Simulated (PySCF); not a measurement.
SMILES CCCl at its CAM-B3LYP/def2-SVP optimised geometry (Å):

```
8

C      0.8896    -0.3175     0.0000
C     -0.6228    -0.3175     0.0000
Cl    -1.2824     1.3527     0.0000
H      1.2657    -1.3527    -0.0005
H      1.2824     0.1935     0.8904
H      1.2824     0.1943    -0.8900
H     -1.0292    -0.8163     0.8893
H     -1.0292    -0.8167    -0.8892
```

Calculation: CAM-B3LYP/def2-TZVP (PySCF).

Map of the HOMO amplitude (bohr^(-3/2)), clipped to [-0.25, 0.25] on the plane z = 0.6 Å; orbital energy -9.73 eV, overall sign arbitrary:

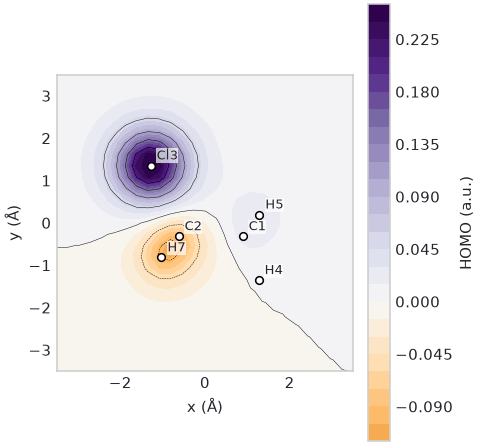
Figure. HOMO amplitude (bohr^(-3/2)), clipped to [-0.25, 0.25] on the plane z = 0.6 Å.
